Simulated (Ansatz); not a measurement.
# quartet H2NO at 6 levels

Wanted: a comparison of 6 runs (UB2PLYP/STO-3G, UCAM-B3LYP/STO-3G, UHSE06/STO-3G, USVWN5/STO-3G, UMP2/STO-3G, UCCSDTQ/STO-3G) of quartet H2NO. 

The calculation is run with Ansatz 0.2.0.

54 further runs of the same task are left out: 4 that didn't finish, 50 set aside as unsound or not needed.

**1. The structure to begin with**

H2NO has 4 atoms, charge 0, and is taken as a quartet. SMILES of the parent species: `N[O]`. The shape is that of a GFN2-xTB optimisation. That shape belongs to the parent species and isn't relaxed for this state.

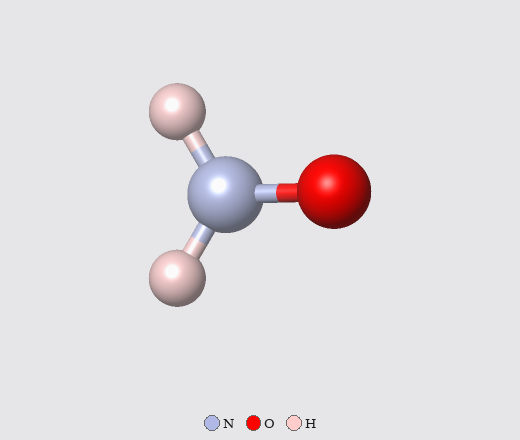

Viewed from a chosen angle; nitrogen light blue, oxygen red, hydrogen pink.

**2. The energy at UB2PLYP/STO-3G (run 1)**

Input file run.yaml:

```yaml
crystal:
  periodic: [false, false, false]
  atoms:
    - {symbol: N, position_ang: [-0.015110, 0.041110, -0.107550]}
    - {symbol: O, position_ang: [0.804330, 0.357230, 0.819800]}
    - {symbol: H, position_ang: [-0.968410, 0.390510, -0.050090]}
    - {symbol: H, position_ang: [0.179190, -0.788850, -0.662160]}
basis:
  gaussian: {orbitals: STO-3G}
magnetization: {spin_polarized: true, initial_magnetization: 3}
correlation: {frozen_orbitals: {H: 0, "N": 1, O: 1}}
accuracy: high
hamiltonian: {xc: {name: B2PLYP}}
```

Started as:

```bash
$ ansatz run run.yaml --threads 1 --pin off --max-ram 2610MiB --events-out events.jsonl --progress --plain --runs-dir runs
```

What it wrote:

```text
Warning: RAYON_NUM_THREADS=1 ignored (pool sized by the plan → 1); use --threads N
Functional definition: B2PLYP
  name "B2PLYP"
  parameter a = 0.53
  parameter c = 0.27
  exchange = (1 - a)*b88_x + a*exact_x
  correlation = (1 - c)*lyp_c + c*(mp2_os + mp2_ss)
188 factors; integrals over basis functions are off by at most 1.2e-8 eV
mean field evaluation 1: about -3502.2566 eV, gradient 6.7e0 eV
mean field evaluation 2: about -3502.3786 eV, gradient 6.8e0 eV
mean field evaluation 4: about -3502.8345 eV, gradient 1.2e0 eV
mean field evaluation 8: about -3502.8740 eV, gradient 6.8e-2 eV
mean field evaluation 16: about -3502.8699 eV, gradient 2.6e-5 eV
mean field -3502.86990987 eV, -128.7280948571 hartree, gradient 4.5e-8 eV, S^2 3.758058; 0 other end points of the search recorded, 0 dependent functions left out
2 core orbitals not correlated: weight in the atoms' cores, before any rotation towards them, 1.000 or more for the frozen orbitals, at most 0.000 for the correlated occupied ones
reference -3502.86992222 eV, -128.7280953112 hartree; 8, 5 occupied and 2, 5 virtual orbitals, 188 factors
second order -2.43064802 eV of doubles, -0.00000000 eV of singles
Total energy: -3503.52619719 eV, -128.7522129714 hartree
```

It took 0.86 s on 1 thread of Arm Neoverse V2, shared host; peak memory 0.11 GiB.

**3. The energy at UCAM-B3LYP/STO-3G (run 2)**

Input file in.yaml:

```yaml
basis:
  gaussian:
    orbitals: STO-3G
crystal:
  periodic: [false, false, false]
  atoms:
    - symbol: N
      position_ang: [-0.015110, 0.041110, -0.107550]
    - symbol: O
      position_ang: [0.804330, 0.357230, 0.819800]
    - symbol: H
      position_ang: [-0.968410, 0.390510, -0.050090]
    - symbol: H
      position_ang: [0.179190, -0.788850, -0.662160]
accuracy: high
magnetization:
  spin_polarized: true
  initial_magnetization: 3
hamiltonian:
  xc: {name: CAM-B3LYP}
```

Started as:

```bash
$ ansatz run in.yaml --threads 1 --pin off --max-ram 2610MiB --events-out events.jsonl --progress --plain --runs-dir runs
```

What it wrote:

```text
Warning: RAYON_NUM_THREADS=1 ignored (pool sized by the plan → 1); use --threads N
Functional definition: CAM-B3LYP
  name "CAM-B3LYP"
  parameter alpha = 0.19
  parameter beta = 0.46
  parameter omega = 0.33/bohr
  parameter ac = 0.81
  exchange = (1 - alpha - beta)*b88_x + beta*b88_x_sr(omega) + alpha*exact_x + beta*exact_x_lr(omega)
  correlation = (1 - ac)*vwn5_c + ac*lyp_c
188 factors; integrals over basis functions are off by at most 1.2e-8 eV
111 factors; integrals over basis functions are off by at most 6.8e-10 eV
mean field evaluation 1: about -3506.4057 eV, gradient 7.5e0 eV
mean field evaluation 2: about -3506.5410 eV, gradient 7.1e0 eV
mean field evaluation 4: about -3506.8846 eV, gradient 4.3e-1 eV
mean field evaluation 8: about -3506.9373 eV, gradient 3.0e-2 eV
mean field evaluation 16: about -3506.9372 eV, gradient 1.3e-5 eV
mean field -3506.93720002 eV, -128.8775650133 hartree, gradient 7.0e-8 eV, S^2 3.754468; 0 other end points of the search recorded, 0 dependent functions left out
reference -3506.93720932 eV, -128.8775653552 hartree; 10, 7 occupied and 2, 5 virtual orbitals, 188 factors
Total energy: -3506.93720932 eV, -128.8775653552 hartree
```

It took 1.1 s on 1 thread of Arm Neoverse V2, shared host; peak memory 0.1 GiB.

Runs 3 to 5 aren't shown in full; the table further down has their settings and results.

**4. A single-point energy at UCCSDTQ/STO-3G (run 6)**

Input file job.yaml:

```yaml
crystal:
  periodic: [false, false, false]
  atoms:
    - symbol: "N"
      position_ang: [-0.015110, 0.041110, -0.107550]
    - symbol: O
      position_ang: [0.804330, 0.357230, 0.819800]
    - symbol: H
      position_ang: [-0.968410, 0.390510, -0.050090]
    - symbol: H
      position_ang: [0.179190, -0.788850, -0.662160]
basis:
  gaussian:
    orbitals: STO-3G
magnetization:
  spin_polarized: true
  initial_magnetization: 3
correlation:
  method: ccsdtq
  frozen_orbitals: {H: 0, "N": 1, O: 1}
scf:
  omitted_lower_state_checks: [cluster_reference, increment]
accuracy: high
```

Started as:

```bash
$ ansatz run job.yaml --threads 1 --pin off --max-ram 2610MiB --events-out events.jsonl --progress --plain --runs-dir runs
```

What it wrote:

```text
Warning: RAYON_NUM_THREADS=1 ignored (pool sized by the plan → 1); use --threads N
[... 12 lines left out ...]
2 core orbitals not correlated: weight in the atoms' cores, before any rotation towards them, 1.000 or more for the frozen orbitals, at most 0.000 for the correlated occupied ones
[... 33 lines left out ...]
WARN: these amplitudes may be one of several solutions (largest doubles amplitude 0.13, level shift 0.61 eV)
Total energy: -3493.90305249 eV, -128.3985689266 hartree
Checks for a lower state left out: cluster_reference, increment
```

Run time: 17 s. Hardware: 1 thread of Arm Neoverse V2, shared host; peak memory 0.19 GiB.

**5. Overview of the runs**

```csv
run,level,frozen core orbitals,energy (Eh),⟨S²⟩,wall time
1,UB2PLYP/STO-3G,2,-128.752213,3.758,0.86 s
2,UCAM-B3LYP/STO-3G,–,-128.877565,3.754,1.1 s
3,UHSE06/STO-3G,–,-128.816803,3.754,1.1 s
4,USVWN5/STO-3G,–,-127.925049,3.751,0.54 s
5,UMP2/STO-3G,2,-128.364284,3.763,0.06 s
6,UCCSDTQ/STO-3G,2,-128.398569,3.763,17 s
```

**6. Results**

| quantity | value |
| --- | --- |
| run 6: total energy | -128.39857 Eh |
| run 6: correlation energy (2 core orbitals frozen) | -93.4 mEh |
| run 6: ⟨S²⟩ of the reference determinant | 3.763 |
| run 6: T1 diagnostic | 0.045 |

Totals of different functionals can't be ranked against each other. In runs 1, 2, 3, 4, 5, 6 the basis is minimal, so the values are rough. All runs together took 21 s, the longest 17 s.
